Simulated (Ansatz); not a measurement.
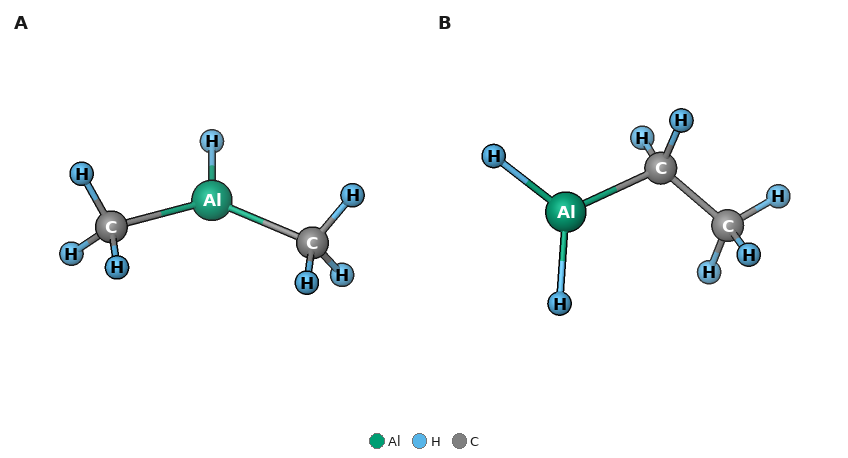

2 stationary structures of one formula. Geometries: PBE0-D4/def2-TZVP. Electronic energies: B3LYP-D4/def2-TZVPP (Ansatz 0.2.0), without zero-point energy. Each is one conformer, not always the lowest.

> Which is lowest in energy, and by how much?

A is lowest (a minimum); B lies 14.8 kcal/mol above it (a minimum).

Give E(B) − E(A) in kcal/mol at these levels too: BHLYP-D4/def2-TZVPP; PBE-QIDH (frozen core)/def2-TZVPP; RHF-CCSD(T) (frozen core)/def2-TZVPP; SPW92 (LDA)/def2-TZVPP; ωB97M-V/def2-TZVPP; CCSD(T)/CBS (MP2 limit from def2-TZVPP and def2-QZVPP plus CCSD(T) − MP2); r2SCAN0-D4/def2-TZVPP; B3LYP-D4/def2-TZVPP.

```csv
level,E(B) − E(A) (kcal/mol)
BHLYP-D4/def2-TZVPP,+14.4
PBE-QIDH (frozen core)/def2-TZVPP,+14.8
RHF-CCSD(T) (frozen core)/def2-TZVPP,+14.6
SPW92 (LDA)/def2-TZVPP,+14.8
ωB97M-V/def2-TZVPP,+15.2
CCSD(T)/CBS (MP2 limit from def2-TZVPP and def2-QZVPP plus CCSD(T) − MP2),+14.9
r2SCAN0-D4/def2-TZVPP,+15.7
B3LYP-D4/def2-TZVPP,+14.8
```
